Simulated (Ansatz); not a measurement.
**NH₄···SiH₄ (charge +1): density, localisation and related maps**

```xyz
10

N    -0.1923    0.1423   -2.0149
H     0.1326   -0.7206   -2.4556
H    -0.0954    0.0625   -0.9788
H    -1.1733    0.2980   -2.2550
H     0.3686    0.9276   -2.3509
Si    0.1981   -0.1455    2.0728
H    -0.7105   -1.2263    2.5088
H     0.0476   -0.0643    0.5685
H     1.6222   -0.4559    2.3172
H    -0.1975    1.1821    2.5878
```

Geometry: PBE0-D4/def2-TZVP.

The calculation used Ansatz 0.2.0, RKS PBE0-D4/def2-TZVPPD.

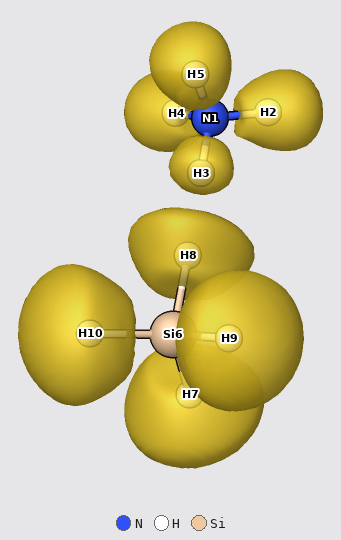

Figure 1. Isosurface of the electron localisation function at 0.85 (yellow), seen at an oblique angle. Core shells and regions of very low density are left out.

**What do the ELF domains correspond to?**

The surface consists of eight regions around hydrogen nuclei. Along the contacts the grid gives the following. H3···H8 (1.56 Å): the ELF dips to about 0.20 between them. N–H (1.02 Å): the ELF climbs to about 1 towards the hydrogen, as it does in any bond to H; a covalent bond by its length.

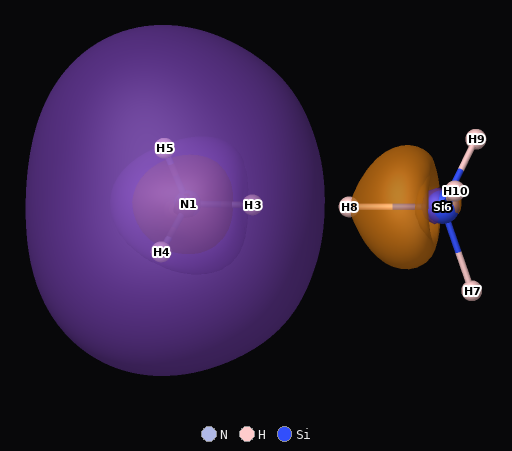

Figure 2. The LUMO at ±0.06 Å⁻³ᐟ² (orange and purple are the two phases), seen across its widest extent.

**Where does this orbital lie, and at what energy?**

Its weight (Hirshfeld) is mainly on H4 (about 20 %), H2 (about 20 %), H5 (about 20 %), N1 (about 20 %) and H3 (about 10 %). Its energy is −5.45 eV.

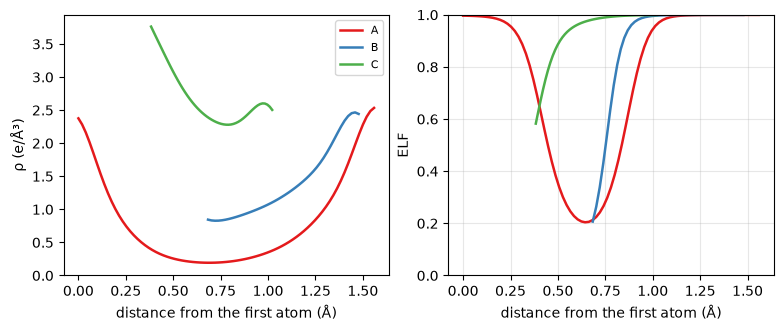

Figure 3. Total electron density and electron localisation function along straight lines between neighbouring atoms. The curves leave out the atomic cores.

**Which curve belongs to which contact (H–H, N–H and Si–H)? The first atom named is at distance zero.**

Curve A: H3···H8 (1.56 Å): the density falls to about 0.19 e/Å³ on the way; the ELF dips to about 0.20 between them. Curve B: Si–H (1.48 Å): ρ at the midpoint is about 0.83 e/Å³; the ELF climbs to about 1 towards the hydrogen. Curve C: N–H (1.02 Å): ρ is about 3 e/Å³ halfway; the ELF climbs to about 1 towards the hydrogen (a covalent bond by its length).

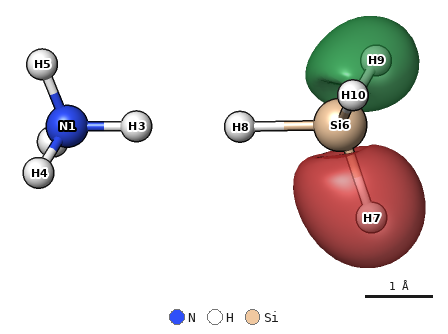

Figure 4. The HOMO at ±0.2 Å⁻³ᐟ² (green and red are the two phases), seen across its widest extent.

**Describe this orbital and give its energy.**

It lies mainly on Si6 (about 45 %), H7 (about 35 %) and H9 (about 20 %). It is one of a degenerate set, so its orientation is arbitrary. Its energy is −13.60 eV.
